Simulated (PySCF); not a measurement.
# FCI/STO-3G run of PH2F (SMILES FP)

What is the energy change on altering one bond length of PH2F at FCI/STO-3G? The job is set up through a Python script.

Program for the calculation: PySCF 2.14.0.

10 further runs of the same task are left out: 1 that didn't finish, 9 set aside as unsound or not needed.

## 1. The system as given

PH2F: 4 atoms, total charge 0, spin state singlet. As SMILES, `FP`. Geometry: relaxed at GFN2-xTB.

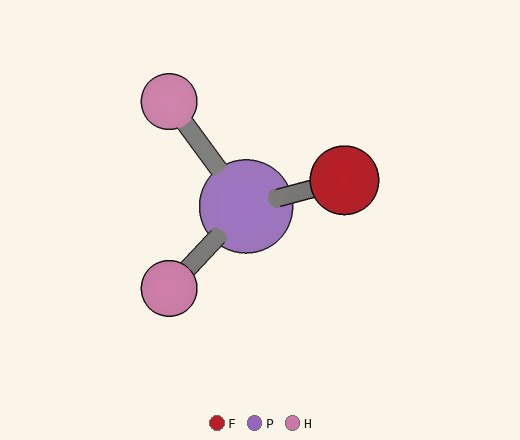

The structure, seen from a chosen angle (fluorine red, phosphorus purple, hydrogen pink).

## 2. The energy at FCI/STO-3G

Input file job.py:

```python
# phosphinous fluoride(8ci,9ci)
from pyscf import gto, mcscf
from pyscf import fci

mol = gto.M(
    atom=[
    ('F', (1.160540, 0.668850, -0.222660)),
    ('P', (-0.072030, -0.369080, -0.479670)),
    ('H', (-1.053910, 0.574260, -0.129560)),
    ('H', (-0.034600, -0.874030, 0.831900)),
],
    verbose=3,
    max_memory=1860,
    basis='sto-3g',
)

mf = mol.RHF()
mf.conv_tol = 1e-10
mf.kernel()
if not mf.converged:
    mf = mf.newton().run(mf.mo_coeff, mf.mo_occ)

cas = mcscf.CASCI(mf, mf.mo_coeff.shape[-1] - 6, (mol.nelec[0] - 6, mol.nelec[1] - 6))  # full CI above the frozen core
cas.fcisolver = fci.direct_spin0.FCI(mol)  # even spin states alone
cas.kernel()
print('<S^2> = %.4f' % cas.fcisolver.spin_square(cas.ci, cas.ncas, cas.nelecas)[0])
energy = cas.e_tot
print('Final energy', energy)
```

Command:

```console
OMP_NUM_THREADS=1 python job.py
```

Standard output:

```text
converged SCF energy = -436.085430746833
CASCI E = -436.161432952647  E(CI) = -49.5058800547374  S^2 = 0.0000000
<S^2> = 0.0000
Final energy -436.16143295264743
```

It took 0.72 s on 1 thread of Arm Neoverse V2, shared host; peak memory 0.12 GiB.

## 3. The distorted shape

Input file calc.py:

```python
from pyscf import gto, mcscf
from pyscf import fci

mol = gto.M(
    atom='''
F      1.776815     1.187807    -0.094157
P     -0.072030    -0.369080    -0.479670
H     -1.053910     0.574260    -0.129560
H     -0.034600    -0.874030     0.831900
''',
    verbose=3,
    charge=0,
    basis='sto-3g',
    max_memory=1860,
)

mf = mol.RHF()
mf.conv_tol = 1e-10
mf.kernel()
if not mf.converged:
    mf = mf.newton().run(mf.mo_coeff, mf.mo_occ)

cas = mcscf.CASCI(mf, mf.mo_coeff.shape[-1] - 6, (mol.nelec[0] - 6, mol.nelec[1] - 6))  # full CI above the frozen core
cas.fcisolver = fci.direct_spin0.FCI(mol)  # even spin states alone
cas.kernel()
print('<S^2> = %.4f' % cas.fcisolver.spin_square(cas.ci, cas.ncas, cas.nelecas)[0])
energy = cas.e_tot
print('E = %.10f Eh' % energy)
```

Command:

```console
OMP_NUM_THREADS=1 python calc.py
```

Standard output:

```text
converged SCF energy = -435.894174680561
CASCI E = -436.079671557559  E(CI) = -44.8601209999376  S^2 = 0.0000000
<S^2> = 0.0000
E = -436.0796715576 Eh
```

It took 0.78 s on 1 thread of Arm Neoverse V2, shared host; peak memory 0.12 GiB.

## 4. Outcome

Level: FCI/STO-3G, 6 core orbitals frozen.

| quantity | value |
| --- | --- |
| first shape: total energy | -436.16143 Eh |
| first shape: dipole moment (Hartree–Fock density) | 1.02 D |
| first shape: HOMO energy (Hartree–Fock orbitals) | -8.18 eV |
| first shape: LUMO energy (Hartree–Fock orbitals) | 11.37 eV |
| first shape: HOMO–LUMO gap (Hartree–Fock orbitals) | 19.55 eV |
| first shape: correlation energy (6 core orbitals frozen) | -76.0 mEh |
| distorted shape: total energy | -436.07967 Eh |
| distorted shape: dipole moment (Hartree–Fock density) | 2.04 D |
| distorted shape: HOMO energy (Hartree–Fock orbitals) | -6.54 eV |
| distorted shape: LUMO energy (Hartree–Fock orbitals) | 3.94 eV |
| distorted shape: HOMO–LUMO gap (Hartree–Fock orbitals) | 10.48 eV |
| distorted shape: correlation energy (6 core orbitals frozen) | -185.5 mEh |
| energy change with the F1–P2 bond stretched from 1.632 to 2.448 Å | 2.225 eV |

In words: With the F1–P2 bond stretched from 1.632 to 2.448 Å the energy rises by 2.22 eV (215 kJ/mol). The first shape isn't relaxed at this level, so the change isn't measured from a minimum. The minimal basis adds a large error of its own. Mulliken charges (first shape) of the mean-field density run from -0.28 on F1 to +0.53 on P2; they depend strongly on the basis.
